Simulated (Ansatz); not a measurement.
# C2H8Ge2O: single point from an input written key by key

Computed with the Python package of Ansatz 0.2.0. Level of theory: PBE/def2-SVP.

### Step 1. The structure

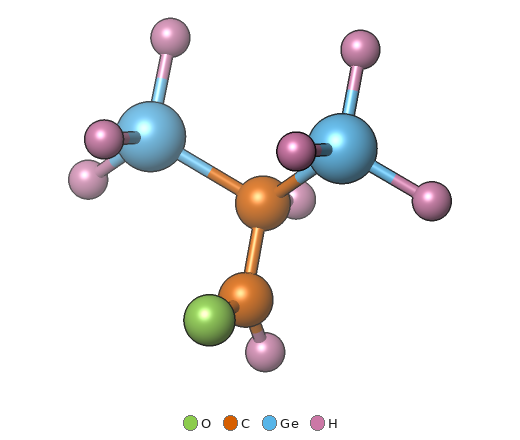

The structure that the script starts from, seen from a chosen angle (oxygen green, carbon orange, germanium blue, hydrogen pink).

No structure file is read: the coordinates are typed or built in the script.

### Step 2. The script

Input file c2h8ge2o.py:

```python
"""C2H8Ge2O through the session interface."""

import ansatz as az

DECK = """
crystal:
  periodic: [false, false, false]
  atoms:
    - { symbol: O, position_ang: [-0.3237, 2.1467, 0.6542] }
    - { symbol: C, position_ang: [-0.7243, 1.5059, -0.3054] }
    - { symbol: C, position_ang: [-0.3392, 0.0692, -0.4842] }
    - { symbol: Ge, position_ang: [1.5953, -0.1031, -0.6434] }
    - { symbol: Ge, position_ang: [-0.965, -0.9967, 1.0222] }
    - { symbol: H, position_ang: [-1.3671, 1.9855, -1.0362] }
    - { symbol: H, position_ang: [-0.8056, -0.3232, -1.4118] }
    - { symbol: H, position_ang: [2.0887, 0.7325, -1.8518] }
    - { symbol: H, position_ang: [2.2671, 0.4128, 0.6548] }
    - { symbol: H, position_ang: [1.9616, -1.5938, -0.8574] }
    - { symbol: H, position_ang: [-0.3028, -0.4841, 2.3265] }
    - { symbol: H, position_ang: [-2.5055, -0.871, 1.1368] }
    - { symbol: H, position_ang: [-0.5796, -2.4807, 0.7957] }
basis:
  gaussian: { orbitals: def2-SVP }
hamiltonian:
  xc: pbe
accuracy: medium
scf:
  lower_state_search: standard
"""

session = az.Session.from_yaml(DECK)
data = session.plan(threads=1).execute().report

for key in ("converged", "free_energy_ev", "reference_energy_ev", "n_frozen", "n_occupied", "n_virtual"):
    print(f"{key:22s} {data[key]}")
symbols = ["O", "C", "C", "Ge", "Ge", "H", "H", "H", "H", "H", "H", "H", "H"]
state = data["mean_field"]["state"]
print(f"mean field: {state['energy']['hartree']:.7f} Ha, <S^2> = {abs(state['spin_squared']):.4f}, stability: {state.get('stability', {}).get('kind')}")
```

### Step 3. Launch

On the command line:

```
$ python c2h8ge2o.py
```

**Question.** How long does this script take on 1 thread of Arm Neoverse V2, shared host, and how much memory does it need?

About 4.9 s, with a peak of 0.25 GiB.
